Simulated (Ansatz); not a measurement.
Run report: GeH$_{3}$BrCl$_{2}$O$_{2}$, molecular dynamics (part 5 of 5)

The same run, continued: GeH$_{3}$BrCl$_{2}$O$_{2}$; RKS PBE/def2-SVP (Ansatz 0.2.0). It belongs to a series of runs on one base structure; here: dynamics from the highest image of the converged band.

Geometry of the input (Å):
```
Ge 0.0781  0.0204  0.0919
O  0.3221  0.0587  1.9757
H  -0.4652  -0.2839  2.4547
Cl 1.9430  -0.4588  -0.8547
Cl -1.2501  1.2832  -1.0718
O  -0.8943  -1.4730  0.2651
H  -1.4765  -1.5872  -0.5109
Br 1.1967  2.5705  1.1506
H  0.6690  1.2222  2.0441
```

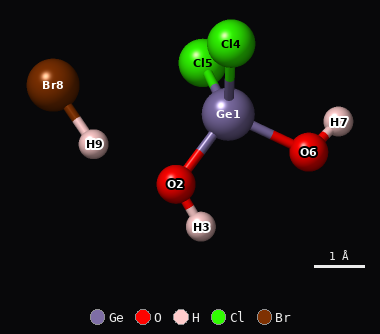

**Figure 1.** The geometry at step 173 of the log (ball-and-stick view, seen at a tilt; atoms are numbered from 1 in the order of the input).

Trajectory as extended XYZ, continued
```
9
Properties=species:S:1:pos:R:3:forces:R:3 step=146 time_fs=73.0 energy=-155696.21255 temperature=424.8
Ge   -0.0042   -0.1621    0.0815   -0.1611  -0.5880   0.2580
O     0.1232    0.0201    1.8782    0.2016   0.3483  -0.4641
H    -0.2363   -0.7784    2.3087   -0.1309  -0.1356   0.0005
Cl    1.9167   -0.4472   -0.8519   -0.0566   0.1098   0.0774
Cl   -1.2085    1.2558   -0.9837   -0.0297   0.2560  -0.0442
O    -0.9393   -1.6765    0.0302   -0.0826  -0.1957  -0.1665
H    -1.4367   -1.7604   -0.8112    0.1350   0.0242   0.1989
Br    1.3079    2.7947    1.1922    0.0447  -0.0023   0.2382
H     0.8421    1.6711    2.0157    0.0797   0.1833  -0.0982
9
Properties=species:S:1:pos:R:3:forces:R:3 step=149 time_fs=74.5 energy=-155696.20538 temperature=417.3
Ge   -0.0080   -0.1689    0.0809   -0.2079  -0.6783   0.2654
O     0.1207    0.0199    1.8765   -0.2248  -0.5650   0.1109
H    -0.2579   -0.7854    2.3388    0.3180   0.8097  -0.6063
Cl    1.9150   -0.4448   -0.8514   -0.0599   0.1044   0.0828
Cl   -1.2052    1.2573   -0.9813   -0.0352   0.2401  -0.0399
O    -0.9410   -1.6889    0.0230   -0.0317  -0.1006  -0.1585
H    -1.4238   -1.7752   -0.8266    0.1270   0.0233   0.1984
Br    1.3115    2.8021    1.1932    0.0120  -0.1025   0.3004
H     0.8511    1.6603    2.0060    0.1024   0.2688  -0.1532
9
Properties=species:S:1:pos:R:3:forces:R:3 step=151 time_fs=75.5 energy=-155696.20098 temperature=412.7
Ge   -0.0106   -0.1735    0.0806   -0.2369  -0.7308   0.2682
O     0.1189    0.0194    1.8755   -0.3310  -0.7633   0.2600
H    -0.2691   -0.7818    2.3525    0.4339   1.0162  -0.7770
Cl    1.9138   -0.4431   -0.8510   -0.0634   0.1011   0.0875
Cl   -1.2031    1.2583   -0.9796   -0.0367   0.2271  -0.0350
O    -0.9421   -1.6972    0.0181    0.0670  -0.0214  -0.0393
H    -1.4137   -1.7849   -0.8345    0.0569   0.0085   0.0832
Br    1.3139    2.8070    1.1938    0.0114  -0.1184   0.3046
H     0.8583    1.6561    1.9978    0.0988   0.2809  -0.1523
9
Properties=species:S:1:pos:R:3:forces:R:3 step=154 time_fs=77.0 energy=-155696.22117 temperature=434.6
Ge   -0.0145   -0.1806    0.0801   -0.2736  -0.7917   0.2705
O     0.1158    0.0178    1.8741   -0.1469  -0.3606   0.0127
H    -0.2784   -0.7589    2.3595    0.2534   0.6020  -0.5676
Cl    1.9121   -0.4406   -0.8504   -0.0709   0.0971   0.0971
Cl   -1.1998    1.2601   -0.9772   -0.0356   0.2043  -0.0236
O    -0.9437   -1.7098    0.0108    0.2328   0.1021   0.1884
H    -1.3979   -1.7992   -0.8453   -0.0677  -0.0201  -0.1375
Br    1.3175    2.8143    1.1949    0.0413  -0.0621   0.2567
H     0.8708    1.6548    1.9828    0.0671   0.2291  -0.0969
9
Properties=species:S:1:pos:R:3:forces:R:3 step=156 time_fs=78.0 energy=-155696.23348 temperature=447.9
Ge   -0.0172   -0.1855    0.0799   -0.2930  -0.8197   0.2687
O     0.1136    0.0164    1.8733    0.1869   0.2888  -0.4319
H    -0.2814   -0.7359    2.3571   -0.0835  -0.0664  -0.1488
Cl    1.9109   -0.4388   -0.8500   -0.0767   0.0949   0.1046
Cl   -1.1977    1.2613   -0.9756   -0.0331   0.1876  -0.0143
O    -0.9447   -1.7180    0.0060    0.2958   0.1703   0.2676
H    -1.3879   -1.8089   -0.8538   -0.1061  -0.0302  -0.2105
Br    1.3199    2.8192    1.1957    0.0783   0.0226   0.1950
H     0.8800    1.6568    1.9716    0.0313   0.1521  -0.0304
9
Properties=species:S:1:pos:R:3:forces:R:3 step=159 time_fs=79.5 energy=-155696.22421 temperature=438.2
Ge   -0.0212   -0.1930    0.0795   -0.3154  -0.8449   0.2520
O     0.1106    0.0148    1.8714    0.7132   1.2228  -1.1065
H    -0.2885   -0.7048    2.3523   -0.6155  -1.0313   0.5016
Cl    1.9091   -0.4362   -0.8493   -0.0844   0.0912   0.1144
Cl   -1.1945    1.2632   -0.9732   -0.0289   0.1613  -0.0008
O    -0.9457   -1.7303   -0.0009    0.2746   0.2331   0.1822
H    -1.3748   -1.8240   -0.8702   -0.0556  -0.0197  -0.1137
Br    1.3236    2.8264    1.1968    0.1465   0.1918   0.0793
H     0.8943    1.6622    1.9545   -0.0345  -0.0044   0.0915
9
Properties=species:S:1:pos:R:3:forces:R:3 step=161 time_fs=80.5 energy=-155696.22599 temperature=440.3
Ge   -0.0240   -0.1982    0.0794   -0.3270  -0.8523   0.2258
O     0.1091    0.0146    1.8694    0.7598   1.2571  -1.1490
H    -0.2998   -0.6949    2.3541   -0.6630  -1.0809   0.5481
Cl    1.9079   -0.4344   -0.8488   -0.0880   0.0876   0.1184
Cl   -1.1924    1.2646   -0.9717   -0.0269   0.1431   0.0061
O    -0.9462   -1.7383   -0.0053    0.2118   0.2523   0.0341
H    -1.3667   -1.8344   -0.8826    0.0202  -0.0012   0.0422
Br    1.3260    2.8313    1.1976    0.1896   0.3038   0.0062
H     0.9034    1.6659    1.9440   -0.0766  -0.1096   0.1681
9
Properties=species:S:1:pos:R:3:forces:R:3 step=163 time_fs=81.5 energy=-155696.24228 temperature=457.8
Ge   -0.0268   -0.2035    0.0792   -0.3358  -0.8521   0.1850
O     0.1081    0.0151    1.8667    0.4743   0.7321  -0.7741
H    -0.3173   -0.6950    2.3609   -0.3754  -0.5662   0.1965
Cl    1.9066   -0.4326   -0.8483   -0.0904   0.0828   0.1203
Cl   -1.1903    1.2659   -0.9701   -0.0257   0.1239   0.0115
O    -0.9466   -1.7461   -0.0097    0.1538   0.2645  -0.1035
H    -1.3585   -1.8447   -0.8946    0.0863   0.0163   0.1870
Br    1.3285    2.8363    1.1984    0.2208   0.3865  -0.0458
H     0.9118    1.6686    1.9351   -0.1078  -0.1878   0.2230
9
Properties=species:S:1:pos:R:3:forces:R:3 step=166 time_fs=83.0 energy=-155696.24890 temperature=465.2
Ge   -0.0311   -0.2116    0.0790   -0.3407  -0.8334   0.0996
O     0.1070    0.0166    1.8619   -0.1506  -0.2970   0.0056
H    -0.3488   -0.7030    2.3730    0.2529   0.4478  -0.5206
Cl    1.9047   -0.4298   -0.8474   -0.0942   0.0733   0.1218
Cl   -1.1872    1.2681   -0.9677   -0.0242   0.0916   0.0191
O    -0.9469   -1.7576   -0.0165    0.1378   0.2924  -0.1563
H    -1.3446   -1.8600   -0.9091    0.1082   0.0234   0.2507
Br    1.3322    2.8438    1.1996    0.2312   0.4116  -0.0590
H     0.9225    1.6692    1.9258   -0.1202  -0.2097   0.2392
9
Properties=species:S:1:pos:R:3:forces:R:3 step=168 time_fs=84.0 energy=-155696.24301 temperature=459.0
Ge   -0.0340   -0.2171    0.0789   -0.3354  -0.8045   0.0307
O     0.1061    0.0174    1.8586   -0.4181  -0.6978   0.3228
H    -0.3677   -0.7045    2.3759    0.5179   0.8311  -0.7867
Cl    1.9033   -0.4279   -0.8468   -0.0985   0.0660   0.1237
Cl   -1.1851    1.2695   -0.9661   -0.0224   0.0671   0.0260
O    -0.9471   -1.7650   -0.0211    0.1828   0.3237  -0.0614
H    -1.3341   -1.8698   -0.9159    0.0645   0.0115   0.1640
Br    1.3348    2.8488    1.2004    0.2124   0.3540  -0.0215
H     0.9282    1.6672    1.9225   -0.1032  -0.1511   0.2023
9
Properties=species:S:1:pos:R:3:forces:R:3 step=171 time_fs=85.5 energy=-155696.25603 temperature=473.3
Ge   -0.0384   -0.2256    0.0788   -0.3107  -0.7332  -0.0850
O     0.1045    0.0179    1.8541   -0.4099  -0.6596   0.2990
H    -0.3867   -0.6919    2.3663    0.4936   0.7485  -0.6822
Cl    1.9013   -0.4250   -0.8458   -0.1082   0.0543   0.1297
Cl   -1.1820    1.2718   -0.9636   -0.0176   0.0262   0.0404
O    -0.9471   -1.7757   -0.0281    0.2861   0.3782   0.1886
H    -1.3173   -1.8845   -0.9236   -0.0400  -0.0200  -0.0701
Br    1.3386    2.8565    1.2015    0.1589   0.1899   0.0812
H     0.9350    1.6617    1.9208   -0.0523   0.0157   0.0984
9
Properties=species:S:1:pos:R:3:forces:R:3 step=173 time_fs=86.5 energy=-155696.27274 temperature=491.4
Ge   -0.0414   -0.2314    0.0787   -0.2832  -0.6685  -0.1684
O     0.1030    0.0177    1.8512   -0.1163  -0.2368  -0.0326
H    -0.3935   -0.6745    2.3515    0.1813   0.2856  -0.2955
Cl    1.8999   -0.4231   -0.8451   -0.1162   0.0465   0.1351
Cl   -1.1799    1.2732   -0.9620   -0.0135  -0.0027   0.0521
O    -0.9469   -1.7826   -0.0326    0.3308   0.4028   0.3201
H    -1.3065   -1.8945   -0.9293   -0.0887  -0.0357  -0.1886
Br    1.3412    2.8616    1.2023    0.1192   0.0658   0.1576
H     0.9389    1.6580    1.9211   -0.0135   0.1430   0.0202
9
Properties=species:S:1:pos:R:3:forces:R:3 step=176 time_fs=88.0 energy=-155696.27086 temperature=489.6
Ge   -0.0460   -0.2403    0.0785   -0.2305  -0.5553  -0.2992
O     0.1008    0.0173    1.8469    0.5526   0.6400  -0.7156
H    -0.4019   -0.6452    2.3259   -0.5208  -0.6543   0.4767
Cl    1.8978   -0.4202   -0.8439   -0.1272   0.0348   0.1426
Cl   -1.1768    1.2755   -0.9596   -0.0076  -0.0457   0.0693
O    -0.9462   -1.7925   -0.0390    0.3045   0.3956   0.3163
H    -1.2918   -1.9101   -0.9411   -0.0763  -0.0300  -0.1640
Br    1.3451    2.8693    1.2035    0.0742  -0.0785   0.2460
H     0.9445    1.6554    1.9216    0.0309   0.2934  -0.0721
9
Properties=species:S:1:pos:R:3:forces:R:3 step=178 time_fs=89.0 energy=-155696.26399 temperature=482.4
Ge   -0.0491   -0.2463    0.0783   -0.1924  -0.4762  -0.3864
O     0.0997    0.0174    1.8435    0.7904   0.9049  -0.9178
H    -0.4127   -0.6322    2.3133   -0.7779  -0.9540   0.7460
Cl    1.8963   -0.4183   -0.8431   -0.1320   0.0269   0.1450
Cl   -1.1748    1.2769   -0.9579   -0.0051  -0.0726   0.0782
O    -0.9455   -1.7988   -0.0430    0.2333   0.3598   0.1880
H    -1.2830   -1.9209   -0.9510   -0.0214  -0.0075  -0.0239
Br    1.3477    2.8744    1.2044    0.0621  -0.1202   0.2721
H     0.9485    1.6569    1.9212    0.0430   0.3389  -0.1012
9
Properties=species:S:1:pos:R:3:forces:R:3 step=180 time_fs=90.0 energy=-155696.27473 temperature=493.9
Ge   -0.0523   -0.2524    0.0780   -0.1553  -0.3983  -0.4695
O     0.0991    0.0180    1.8396    0.6047   0.6332  -0.7000
H    -0.4307   -0.6279    2.3076   -0.6057  -0.7069   0.6009
Cl    1.8948   -0.4163   -0.8423   -0.1341   0.0187   0.1446
Cl   -1.1727    1.2784   -0.9562   -0.0043  -0.0978   0.0840
O    -0.9447   -1.8048   -0.0470    0.1511   0.3104   0.0326
H    -1.2743   -1.9317   -0.9611    0.0388   0.0190   0.1396
Br    1.3504    2.8795    1.2052    0.0671  -0.1076   0.2660
H     0.9530    1.6617    1.9199    0.0377   0.3292  -0.0982
9
Properties=species:S:1:pos:R:3:forces:R:3 step=183 time_fs=91.5 energy=-155696.29023 temperature=510.7
Ge   -0.0570   -0.2616    0.0776   -0.1023  -0.2842  -0.5794
O     0.0987    0.0196    1.8331   -0.1724  -0.3094   0.0624
H    -0.4668   -0.6320    2.3083    0.1606   0.2145  -0.0508
Cl    1.8924   -0.4134   -0.8410   -0.1338   0.0058   0.1402
Cl   -1.1696    1.2805   -0.9536   -0.0055  -0.1332   0.0888
O    -0.9432   -1.8136   -0.0528    0.0681   0.2413  -0.0918
H    -1.2606   -1.9476   -0.9734    0.0808   0.0409   0.2680
Br    1.3543    2.8872    1.2066    0.1055   0.0096   0.1989
H     0.9603    1.6745    1.9163   -0.0009   0.2148  -0.0363
9
Properties=species:S:1:pos:R:3:forces:R:3 step=185 time_fs=92.5 energy=-155696.28174 temperature=501.7
Ge   -0.0602   -0.2678    0.0772   -0.0659  -0.2065  -0.6413
O     0.0983    0.0204    1.8287   -0.6198  -0.8029   0.4801
H    -0.4900   -0.6335    2.3092    0.6018   0.6970  -0.4005
Cl    1.8908   -0.4114   -0.8400   -0.1329  -0.0029   0.1367
Cl   -1.1675    1.2819   -0.9519   -0.0067  -0.1565   0.0914
O    -0.9422   -1.8193   -0.0568    0.0580   0.2126  -0.0461
H    -1.2505   -1.9577   -0.9786    0.0609   0.0337   0.2209
Br    1.3570    2.8923    1.2076    0.1460   0.1362   0.1258
H     0.9652    1.6858    1.9133   -0.0414   0.0893   0.0329
9
Properties=species:S:1:pos:R:3:forces:R:3 step=188 time_fs=94.0 energy=-155696.27509 temperature=494.5
Ge   -0.0649   -0.2771    0.0764   -0.0033  -0.0799  -0.7215
O     0.0971    0.0208    1.8227   -0.8205  -0.9856   0.6691
H    -0.5137   -0.6230    2.3030    0.7865   0.8570  -0.5011
Cl    1.8883   -0.4085   -0.8386   -0.1331  -0.0158   0.1334
Cl   -1.1645    1.2839   -0.9492   -0.0078  -0.1921   0.0976
O    -0.9407   -1.8275   -0.0628    0.0901   0.1940   0.1737
H    -1.2344   -1.9723   -0.9830   -0.0169  -0.0043  -0.0030
Br    1.3610    2.9000    1.2090    0.2116   0.3422   0.0068
H     0.9716    1.7038    1.9098   -0.1065  -0.1156   0.1449
9
Properties=species:S:1:pos:R:3:forces:R:3 step=190 time_fs=95.0 energy=-155696.28532 temperature=505.5
Ge   -0.0681   -0.2833    0.0757    0.0454   0.0128  -0.7697
O     0.0957    0.0204    1.8192   -0.5902  -0.7277   0.4829
H    -0.5204   -0.6059    2.2931    0.5395   0.5787  -0.2647
Cl    1.8866   -0.4065   -0.8375   -0.1344  -0.0243   0.1330
Cl   -1.1624    1.2851   -0.9474   -0.0081  -0.2162   0.1035
O    -0.9396   -1.8328   -0.0667    0.1085   0.1815   0.3257
H    -1.2238   -1.9821   -0.9856   -0.0660  -0.0314  -0.1569
Br    1.3637    2.9052    1.2100    0.2448   0.4467  -0.0532
H     0.9747    1.7148    1.9089   -0.1395  -0.2200   0.1994
9
Properties=species:S:1:pos:R:3:forces:R:3 step=193 time_fs=96.5 energy=-155696.28999 temperature=510.5
Ge   -0.0729   -0.2927    0.0746    0.1242   0.1592  -0.8363
O     0.0930    0.0189    1.8144    0.1940   0.0453  -0.1291
H    -0.5224   -0.5717    2.2749   -0.2720  -0.2251   0.4133
Cl    1.8840   -0.4036   -0.8359   -0.1365  -0.0369   0.1339
Cl   -1.1593    1.2869   -0.9446   -0.0089  -0.2518   0.1133
O    -0.9378   -1.8407   -0.0721    0.0751   0.1263   0.3809
H    -1.2091   -1.9973   -0.9924   -0.0802  -0.0411  -0.2128
Br    1.3678    2.9130    1.2114    0.2582   0.4905  -0.0764
H     0.9769    1.7272    1.9113   -0.1539  -0.2664   0.2132
9
Properties=species:S:1:pos:R:3:forces:R:3 step=195 time_fs=97.5 energy=-155696.27846 temperature=498.2
Ge   -0.0760   -0.2989    0.0737    0.1741   0.2553  -0.8749
O     0.0913    0.0179    1.8111    0.6880   0.4845  -0.4868
H    -0.5258   -0.5504    2.2667   -0.7781  -0.6771   0.8116
Cl    1.8822   -0.4017   -0.8348   -0.1364  -0.0454   0.1341
Cl   -1.1573    1.2880   -0.9427   -0.0107  -0.2740   0.1186
O    -0.9366   -1.8458   -0.0755    0.0071   0.0570   0.2727
H    -1.2002   -2.0080   -0.9995   -0.0460  -0.0201  -0.1052
Br    1.3706    2.9183    1.2124    0.2388   0.4336  -0.0405
H     0.9765    1.7323    1.9155   -0.1368  -0.2138   0.1705
9
Properties=species:S:1:pos:R:3:forces:R:3 step=198 time_fs=99.0 energy=-155696.28357 temperature=503.7
Ge   -0.0807   -0.3081    0.0721    0.2335   0.3866  -0.9179
O     0.0895    0.0170    1.8057    0.6103   0.3706  -0.3569
H    -0.5448   -0.5303    2.2688   -0.6985  -0.5618   0.7408
Cl    1.8795   -0.3988   -0.8331   -0.1318  -0.0588   0.1313
Cl   -1.1542    1.2895   -0.9398   -0.0168  -0.3035   0.1216
O    -0.9347   -1.8534   -0.0802   -0.1177  -0.0715   0.0211
H    -1.1876   -2.0242   -1.0113    0.0250   0.0292   0.1409
Br    1.3748    2.9264    1.2138    0.1788   0.2572   0.0686
H     0.9736    1.7365    1.9245   -0.0828  -0.0481   0.0505
9
Properties=species:S:1:pos:R:3:forces:R:3 step=200 time_fs=100.0 energy=-155696.29465 temperature=515.5
Ge   -0.0838   -0.3142    0.0709    0.2611   0.4638  -0.9329
O     0.0888    0.0167    1.8019    0.0488  -0.1159   0.1322
H    -0.5660   -0.5239    2.2793   -0.1230  -0.0630   0.2869
Cl    1.8776   -0.3969   -0.8318   -0.1259  -0.0681   0.1276
Cl   -1.1522    1.2904   -0.9379   -0.0228  -0.3207   0.1204
O    -0.9335   -1.8585   -0.0833   -0.1812  -0.1467  -0.0927
H    -1.1790   -2.0347   -1.0180    0.0524   0.0510   0.2469
Br    1.3777    2.9318    1.2147    0.1312   0.1206   0.1538
H     0.9705    1.7385    1.9312   -0.0406   0.0790  -0.0421
```

Results in brief

```json
{"quantity": "outcome", "value": "finished"}
{"quantity": "mean temperature over the second half", "value": "406 K"}
{"quantity": "trajectory", "value": "200 steps, 100 fs"}
{"quantity": "ensemble", "value": "nve"}
{"quantity": "temperature in the input", "value": "100.0 K"}
{"quantity": "time step", "value": "0.5 fs"}
{"quantity": "potential energy (last step)", "value": "−155696.2947 eV"}
{"quantity": "mean-field energy (last step)", "value": "−155696.2947 eV"}
{"quantity": "largest force (length of the vector) (last step)", "value": "1.074 eV/Å"}
{"quantity": "wall time", "value": "5.8 min (CPU time 22 min)"}
{"quantity": "peak memory", "value": "0.19 GiB"}
```

Remarks

So short a trajectory is not equilibrated.
